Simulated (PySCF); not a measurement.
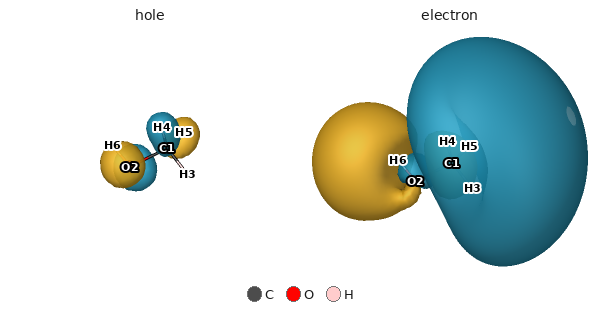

Figure. CH4O, SMILES `CO`. Leading natural transition orbital pair of S₂ (full linear response singlet states); the surfaces enclose about 78 % of each orbital's density.

Method: PBE0/aug-cc-pVDZ; geometry: GFN2-xTB; program: PySCF. No frequency check shows the geometry to be a minimum.

Input script:

```python
import numpy as np
from pyscf import gto, scf, dft, tdscf
from pyscf.scf import atom_ks, atom_hf
from scipy.linalg import block_diag

def solve(mol, dm0=None, hcore=None):
    mf = (dft.UKS if mol.spin else dft.RKS)(mol, xc='pbe0')
    mf.grids.level = 3
    mf = mf.density_fit(auxbasis='def2-universal-jkfit')
    mf.conv_tol, mf.max_cycle = 1e-8, 80
    if hcore is not None:
        mf.get_hcore = lambda *args: hcore
    mf.kernel(dm0)
    if not mf.converged:
        mf = mf.newton().run(mf.mo_coeff, mf.mo_occ, max_cycle=30)
    assert mf.converged, 'SCF not converged'
    return mf

mol = gto.M(atom='''
C      0.65974     0.02003     0.00005
O     -0.73925    -0.12279    -0.00003
H      1.07340    -0.98663    -0.00620
H      1.01375     0.54364     0.89459
H      1.01270     0.55443    -0.88887
H     -1.14427     0.75073     0.00042
''', basis='aug-cc-pvdz', charge=0, spin=0, verbose=4)
mf = solve(mol)
td = mf.TDDFT()
td.nstates, td.singlet, td.conv_tol = 6, True, 1e-5
td.kernel()
td.analyze()
x, y = np.array([p[0] for p in td.xy]), np.array([p[1] + 0 * p[0] for p in td.xy])
f, mu = td.oscillator_strength(), td.transition_dipole()
nto = [td.get_nto(state=i + 1, verbose=4) for i in range(len(td.e))]
# spherically averaged free atoms, for the promolecule
atm = atom_ks.get_atm_nrks(mol, xc='pbe0')
pro = block_diag(*[(atm[a[0]][2] * atm[a[0]][3]) @ atm[a[0]][2].T for a in mol._atom])
np.savez('result.npz', e=td.e, f=f, ok=td.converged, w=[n[0] for n in nto], nto=[n[1] for n in nto], x=x, y=y, c=mf.mo_coeff, occ=mf.mo_occ, eps=mf.mo_energy, pro=pro, mu=mu)
```

Launched as:

```sh
OMP_NUM_THREADS=1 python input.py
```

The run took 100 s on 1 thread of Arm Neoverse V2 (shared host), peak memory 0.47 GiB.

Give its energy and the atoms that hole and electron lie on.

7.26 eV (171 nm), f = 0.030, diffuse (Rydberg-like) orbital; the leading pair carries 100 %; hole on O2 (64 %), C1 (15 %) and H4 and H5 (8 % each), electron on C1 (22 %), H3 (21 %) and H4 and H5 (19 % each) (atom shares of so diffuse an orbital are rough); their centroids lie 1.8 Å apart. In canonical orbitals it is mainly HOMO → LUMO+1 (94 %). The HOMO–LUMO gap is 7.82 eV.
